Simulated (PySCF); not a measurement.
# H₂NO, doublet, SMILES `N[O]`: electronic structure

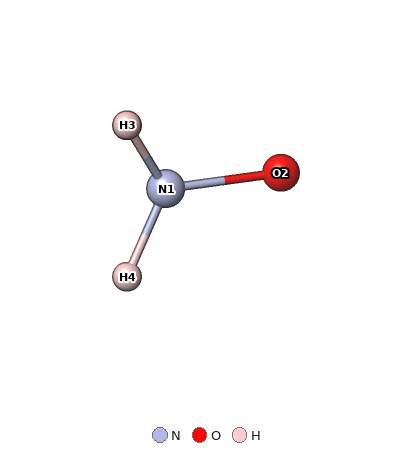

The molecule, with its atoms numbered as below. No frequency check shows the geometry to be a minimum.

Geometry (Å), atoms numbered from 1:

```
N1       0.5429    0.0000   -0.0428
O2      -0.7333    0.0000    0.0104
H3       1.0333   -0.8780    0.1081
H4       1.0333    0.8780    0.1081
```

## 1. Bonding charge

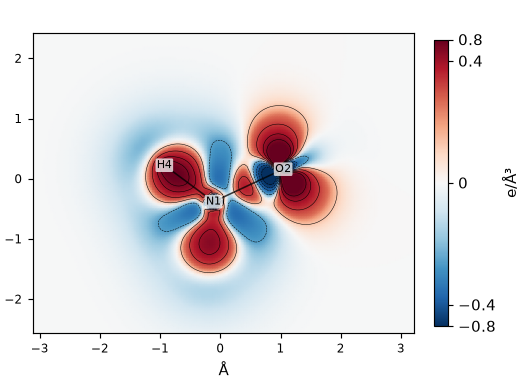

Deformation density (molecule less spherical, spin-averaged free atoms) in the plane of N1, O2 and H4; colour scale in e/Å³, logarithmic beyond ±0.1; red: gain, blue: loss.

Level of theory: B3LYP/cc-pVDZ (PySCF), at a geometry from GFN2-xTB. The stability of the open-shell solution wasn't checked. GFN2-xTB doesn't know the spin state, so this open-shell geometry is rough.

Describe the bonding that the map shows.

Answer. N1–H4: +0.81 e/Å³ at the bond critical point (bond length 1.02 Å, Mayer order 1.0). N1–O2: +0.29 e/Å³ at the bond critical point (bond length 1.28 Å, Mayer order 1.5). In all, 0.9 electrons gather in the regions of gain relative to the promolecule.

## 2. Bond critical points

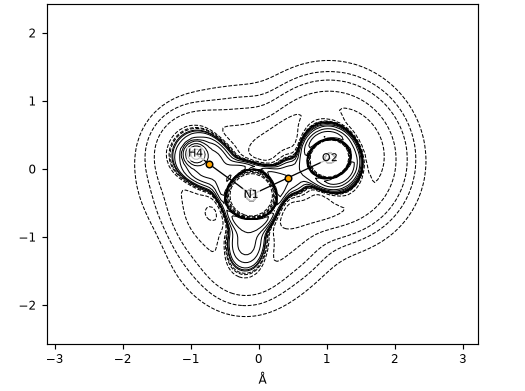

Negative Laplacian of the density (−∇²ρ) in the plane of N1, O2 and H4 (solid lines positive, dashed lines negative, contours at ±0.02 to ±8 a.u.), with bond paths and bond critical points (dots).

Sort the bonds in the plane by the sign of ∇²ρ at their critical points.

Answer. Concentrated (∇²ρ < 0): N1–O2 (−0.82 a.u.); N1–H4 (−1.53 a.u.). At none is it depleted.

Where along N1–H4 does the critical point lie?

Answer. 0.78 Å from N1 and 0.24 Å from H4.

## 3. Local ionisation energy

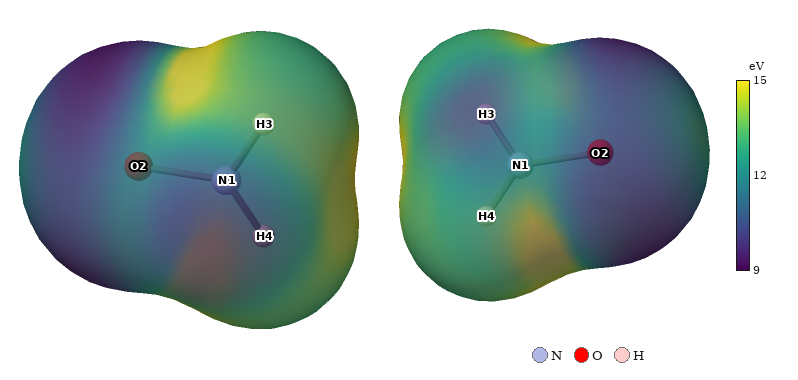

Average local ionisation energy on the surface of electron density 0.001 a.u. (back view left, front view right).

Where are the most loosely bound electrons on this surface?

Answer. The lowest value is 9.1 eV, 1.7 Å from O2. Further minima include 9.5 eV, 1.9 Å from N1; 10.1 eV, near N1 (1.84 Å), H3 (1.85 Å) and H4 (1.93 Å); 12.9 eV, 1.3 Å from H4. For comparison, the highest occupied orbital lies at −5.8 eV.

## 4. Spin density

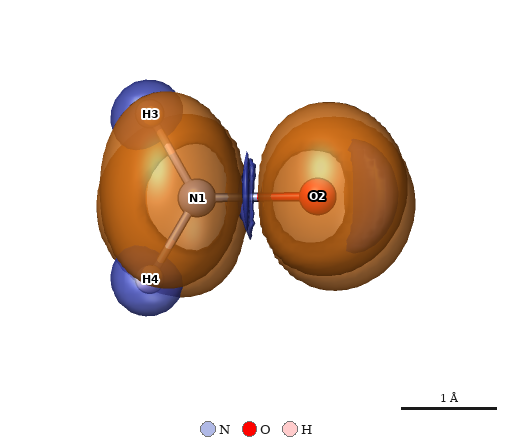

Spin density ρα − ρβ at ±0.01 e/Å³ (orange: excess α, blue: excess β).

How is the spin shared among the atoms?

Answer. Hirshfeld spin populations: O2 +0.60 and N1 +0.36. ⟨S²⟩ = 0.75, as for a pure state. The picture also shows regions of β spin from spin polarisation; the Hirshfeld sums, whose atoms overlap, net them against the α spin of neighbours.

## 5. In an electric field

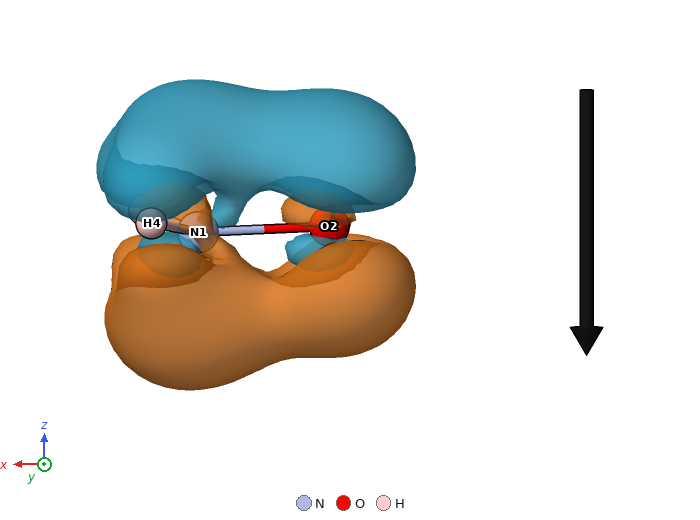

Change of the electron density in a uniform field of 0.21 V/Å along −z (arrow), surfaces at ±0.001 e/Å³ (light blue: gain, orange: loss).

Level of theory: PBE0/def2-SVPD (PySCF), at a geometry from GFN2-xTB. The stability of the open-shell solution wasn't checked. GFN2-xTB doesn't know the spin state, so this open-shell geometry is rough.

What dipole is induced, and what polarisability does it imply?

Answer. The induced dipole is 0.13 D (along the field); α along this axis, from the fields in both directions, is 12 bohr³ (1.8 Å³).

Which atoms gain and lose the most charge?

Answer. Electrons gather most on H3 and H4 alike (Hirshfeld charge changes by −0.001 e) and leave N1 most (+0.002 e); 0.016 electrons are displaced in all.

## 6. Removing or adding an electron

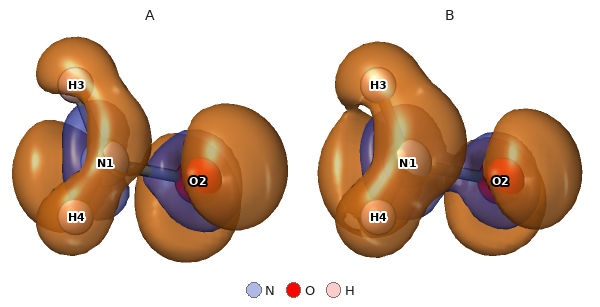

The two Fukui functions at ±0.05 e/Å³ (orange positive, blue negative).

Method: r2SCAN/6-311G**; geometry: GFN2-xTB; program: PySCF. GFN2-xTB doesn't know the spin state, so this open-shell geometry is rough.

Which panel is f⁻ (electron removed) and which f⁺ (electron added)?

Answer. A is f⁺, B is f⁻. f⁻ (Hirshfeld-condensed) is largest on O2 (0.41) and N1 (0.34); the vertical ionisation energy is 9.78 eV (to the singlet cation, which needn't be its lowest state). f⁺ (Hirshfeld-condensed) is largest on O2 (0.44) and N1 (0.26); the vertical electron affinity is −1.94 eV (to the singlet anion, which needn't be its lowest state; negative, but this basis has no diffuse functions, so it doesn't show that the anion is unbound).

The PySCF runs shown took 1.6 s, 3.1 s and 4.6 s on 1 thread of AMD EPYC 9R45 96-Core Processor (Zen 5), on a shared host.
